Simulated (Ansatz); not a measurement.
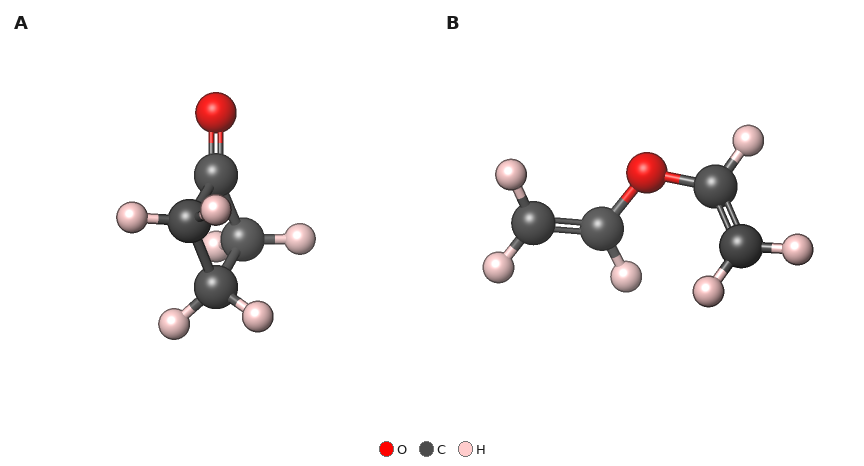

2 stationary structures of one formula. Geometries: PBE0-D4/def2-TZVP. Electronic energies: RHF-CCSD(T) (frozen core)/def2-SVP (Ansatz 0.2.0), without zero-point energy. Each is one conformer, not always the lowest.

### Which structure is the most stable?

A is lowest (a saddle point of order 1); B lies 0.942 eV above it (a minimum). A is `O=C1CCC1`, B is `C=COC=C`.

Give E(B) − E(A) in eV at these levels too: ωB97M-V/def2-QZVPP; r2SCANh-D4/def2-TZVPP; ωB97M-V/def2-SVP; PBE-D4/def2-TZVPP; B2PLYP (frozen core)/def2-TZVPP; ωB97M-V/def2-TZVPP; B97M-V/def2-TZVPP; r2SCAN0-D4/def2-TZVPP.

| level | E(B) − E(A) (eV) |
| --- | --- |
| ωB97M-V/def2-QZVPP | +0.888 |
| r2SCANh-D4/def2-TZVPP | +0.878 |
| ωB97M-V/def2-SVP | +1.006 |
| PBE-D4/def2-TZVPP | +0.896 |
| B2PLYP (frozen core)/def2-TZVPP | +0.780 |
| ωB97M-V/def2-TZVPP | +0.891 |
| B97M-V/def2-TZVPP | +0.874 |
| r2SCAN0-D4/def2-TZVPP | +0.926 |
